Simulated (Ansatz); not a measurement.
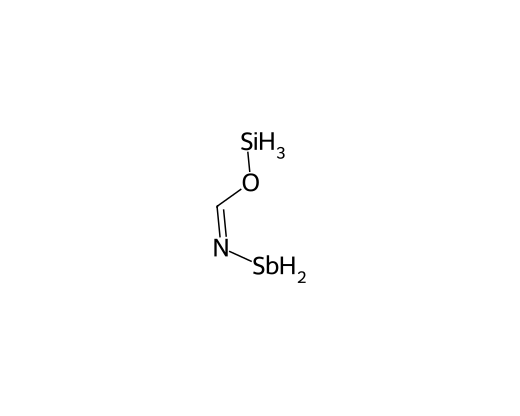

Skeletal drawing of a molecule.

**Write the SMILES.**

[SiH3]O/C=[N]\[SbH2]

**Give the formula, hydrogens included.**

CH6NOSbSi.

**An optimisation with PBE0-D4/def2-TZVP gave a structure of which point group?**

Cs. Other conformers may differ.

The parts below concern this one geometry. Atoms keep their numbers from picture to picture. The computed structure is the end point of a PBE0-D4/def2-TZVP optimisation. No frequency run is at hand to confirm it as a minimum.

**Levels of theory compared**

No frequency run is at hand to confirm it as a minimum. Program: Ansatz 0.2.0.

At this fixed geometry, give HOMO–LUMO gap (eV), HOMO energy (eV) at these levels: B3LYP-D4/def2-TZVPP; PBE-D4/def2-TZVPP; PBE0-D4/def2-TZVPP; r2SCAN-D4/def2-TZVPP; ωB97M-V/def2-TZVPP; ωB97X-V/def2-TZVPP.

```json
{"level": "B3LYP-D4/def2-TZVPP", "HOMO–LUMO gap (eV)": "6.31", "HOMO energy (eV)": "−7.04"}
{"level": "PBE-D4/def2-TZVPP", "HOMO–LUMO gap (eV)": "4.60", "HOMO energy (eV)": "−6.04"}
{"level": "PBE0-D4/def2-TZVPP", "HOMO–LUMO gap (eV)": "6.72", "HOMO energy (eV)": "−7.22"}
{"level": "r2SCAN-D4/def2-TZVPP", "HOMO–LUMO gap (eV)": "5.08", "HOMO energy (eV)": "−6.32"}
{"level": "ωB97M-V/def2-TZVPP", "HOMO–LUMO gap (eV)": "10.63", "HOMO energy (eV)": "−9.37"}
{"level": "ωB97X-V/def2-TZVPP", "HOMO–LUMO gap (eV)": "10.98", "HOMO energy (eV)": "−9.46"}
```

**Dipole moment**

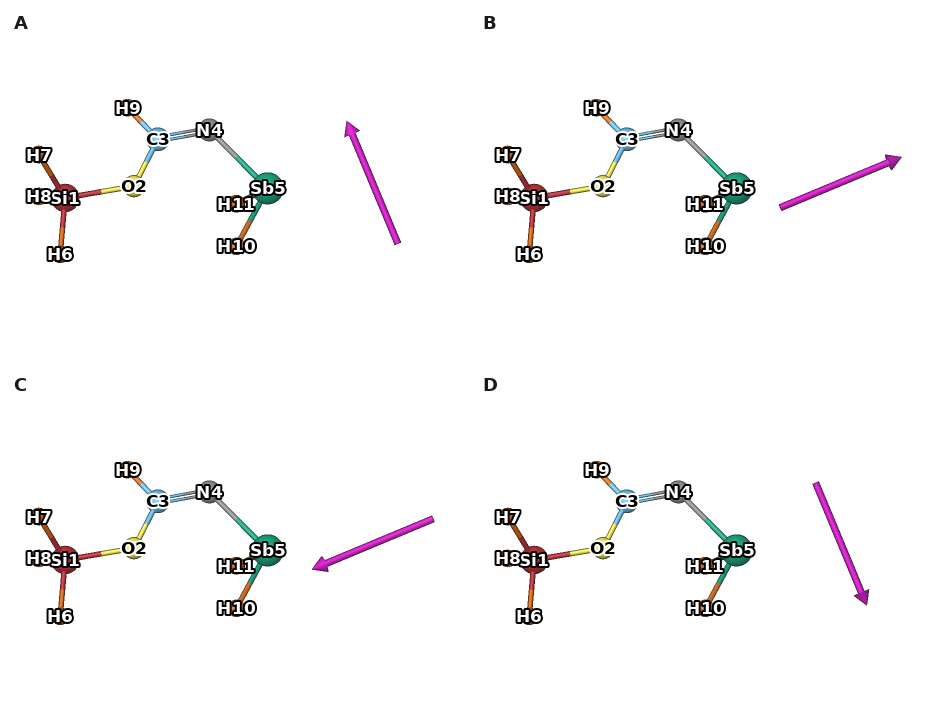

The same molecule four times, each with an arrow. No frequency run is at hand to confirm it as a minimum. Properties computed with RKS B3LYP-D4/def2-TZVPP, core potentials on Sb (Ansatz 0.2.0).

**Which arrow points along the dipole moment, from the negative to the positive end?**

C. The dipole moment is 1.97 D; it points from the side of Sb5 to the side of H6 (the outermost atoms at the two ends).

**Charges**

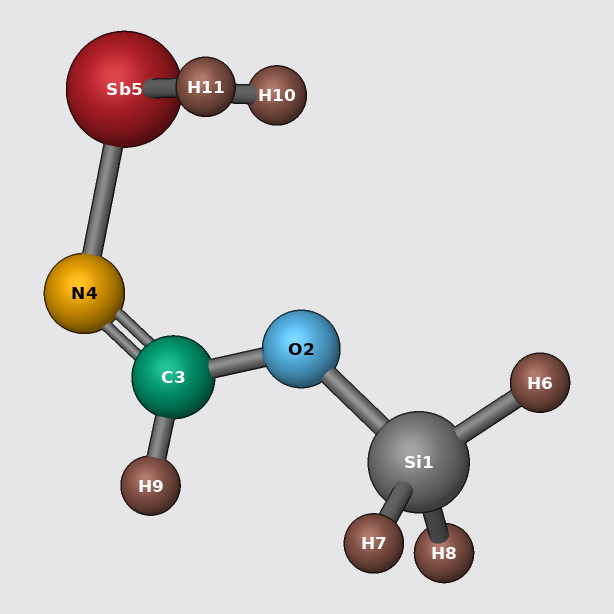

The questions are on Mulliken charges. No frequency run is at hand to confirm it as a minimum. Properties computed with RKS PBE-D4/def2-TZVPP, core potentials on Sb (Ansatz 0.2.0).

List the Mulliken charges.

```
atom  value (e)
 Si1       0.32
  O2      −0.24
  C3       0.10
  N4      −0.38
 Sb5       0.45
  H6      −0.04
  H7      −0.05
  H8      −0.05
  H9       0.08
 H10      −0.10
 H11      −0.10
```

Mulliken values depend strongly on the basis set and can even reverse the polarity of a bond.
